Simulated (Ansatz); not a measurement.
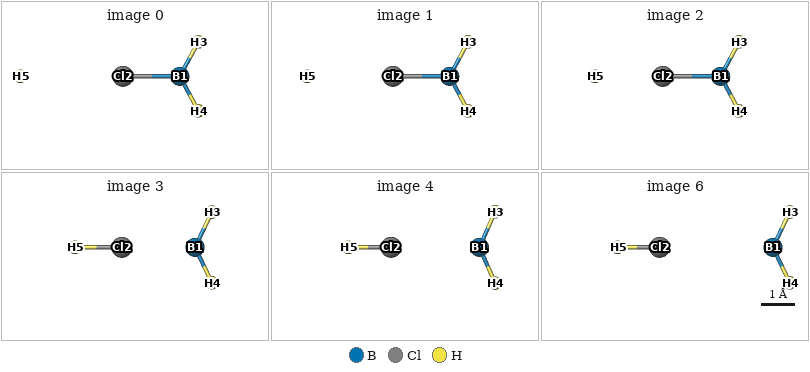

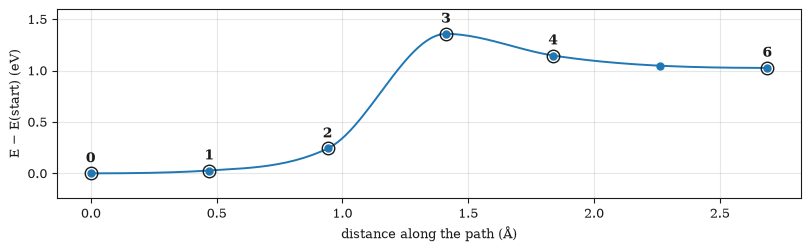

A search for the minimum-energy path of BH3Cl (multiplicity 2), made up of BH2Cl and H by the nudged elastic band. Images are numbered from 0 (start) to 6 (end). Style: ball-and-stick. Shown face on.

Level of theory: Ansatz, UKS B3LYP-D4/def2-SVP.

Input file:
```yaml
crystal:
  periodic: [false, false, false]
  atoms:
    - { symbol: B, position_ang: [0.0, -1.0e-06, -0.162239] }
    - { symbol: Cl, position_ang: [0.0, 1.0e-06, 1.584288] }
    - { symbol: H, position_ang: [1.058096, 0.0, -0.729529] }
    - { symbol: H, position_ang: [-1.058096, 0.0, -0.729529] }
    - { symbol: H, position_ang: [0.0, 0.0, 4.737008] }
magnetization:
  spin_polarized: true
  initial_magnetization: 1
basis:
  gaussian: { orbitals: def2-SVP }
hamiltonian:
  xc: b3lyp
  dispersion: d4
neb:
  order_check: false
  images: 5
  f_tol: 0.05
  max_iterations: 60
  final_atoms:
    - { symbol: B, position_ang: [0.0, -2.3e-07, -0.505043] }
    - { symbol: Cl, position_ang: [0.0, 3.2e-07, 2.974005] }
    - { symbol: H, position_ang: [1.087182, -3.1e-07, -1.017844] }
    - { symbol: H, position_ang: [-1.087182, -3.1e-07, -1.017844] }
    - { symbol: H, position_ang: [0.0, 5.2e-07, 4.266725] }
  initial_path:
    images:
      - { positions_ang: [[0.0, -1.0e-06, -0.162239], [0.0, 1.0e-06, 1.584288], [1.058096, 0.0, -0.729529], [-1.058096, 0.0, -0.729529], [0.0, 0.0, 4.737008]] }
      - { positions_ang: [[0.0, -7.0e-07, -0.1081594], [0.0, 7.1e-07, 1.75952527], [1.04889733, -6.0e-08, -0.68468607], [-1.04889733, -6.0e-08, -0.68468607], [0.0, 1.1e-07, 4.41800527]] }
      - { positions_ang: [[0.0, -4.1e-07, -0.0540798], [0.0, 4.3e-07, 1.93476253], [1.03969867, -1.2e-07, -0.63984313], [-1.03969867, -1.2e-07, -0.63984313], [0.0, 2.3e-07, 4.09900253]] }
      - { positions_ang: [[0.0, -1.1e-07, -2.0e-07], [0.0, 1.4e-07, 2.1099998], [1.0305, -1.8e-07, -0.5950002], [-1.0305, -1.8e-07, -0.5950002], [0.0, 3.4e-07, 3.7799998]] }
      - { positions_ang: [[0.0, -1.5e-07, -0.1683478], [0.0, 2.0e-07, 2.39800153], [1.049394, -2.2e-07, -0.73594813], [-1.049394, -2.2e-07, -0.73594813], [0.0, 4.0e-07, 3.94224153]] }
      - { positions_ang: [[0.0, -1.9e-07, -0.3366954], [0.0, 2.6e-07, 2.68600327], [1.068288, -2.7e-07, -0.87689607], [-1.068288, -2.7e-07, -0.87689607], [0.0, 4.6e-07, 4.10448327]] }
      - { positions_ang: [[0.0, -2.3e-07, -0.505043], [0.0, 3.2e-07, 2.974005], [1.087182, -3.1e-07, -1.017844], [-1.087182, -3.1e-07, -1.017844], [0.0, 5.2e-07, 4.266725]] }
```

Launched with:
```bash
ansatz run input.yaml --threads 1 --pin off --max-ram 2048MiB --backend cpu --events-out ev --progress --plain --runs-dir out
```

> Describe the mechanism and the energy profile.

Breaking: B1–Cl2 (1.75 → 2.25 at the top → 3.48 Å). Forming: Cl2–H5 (3.15 → 1.44 at the top → 1.29 Å). Forward barrier 1.36 eV, backward barrier 0.33 eV, with image 3 at the top; the reaction energy is +1.03 eV. The band converged in 8 iterations. The largest component of the band force went from 2.8 to 0.031 eV/Å. The climbing image converged on the top of the path. Its vibrational analysis gives 2 imaginary modes over 30i cm⁻¹, so it isn't confirmed as a transition state.

Limits of the set-up: the start holds two separate molecules, 3.2 Å apart at their closest, whose relative position is a soft coordinate.

Cost: 52 s on 1 thread of Arm Neoverse V2, on a shared host, peak memory 0.1 GiB.
